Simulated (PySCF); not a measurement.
SMILES [SiH2](C#C)O (C2H4OSi) at its CAM-B3LYP/def2-SVP optimised geometry (Å):

```
8

C      1.2841     0.1400     0.0000
C      0.0721     0.1400     0.0000
Si    -1.7680     0.1382    -0.0132
O     -2.3595    -1.2960    -0.5944
H      2.3595     0.1411     0.0041
H     -2.2738     0.2650     1.3705
H     -2.2030     1.2960    -0.8396
H     -2.0647    -1.5927    -1.4615
```

Method: CAM-B3LYP/def2-TZVP in PySCF 2.14.0.

Map of the electron localisation function on the plane z = 0.8 Å:

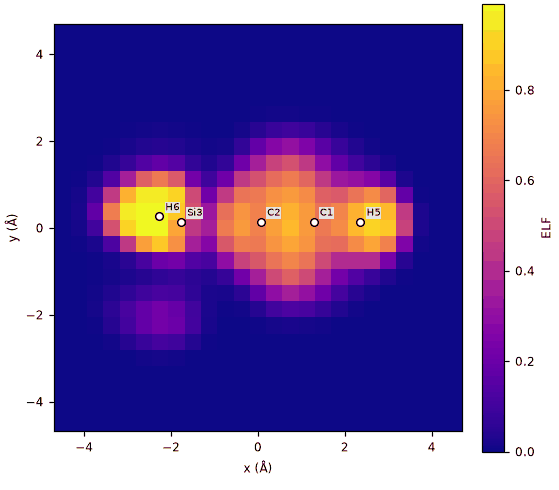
Figure. Electron localisation function on the plane z = 0.8 Å.
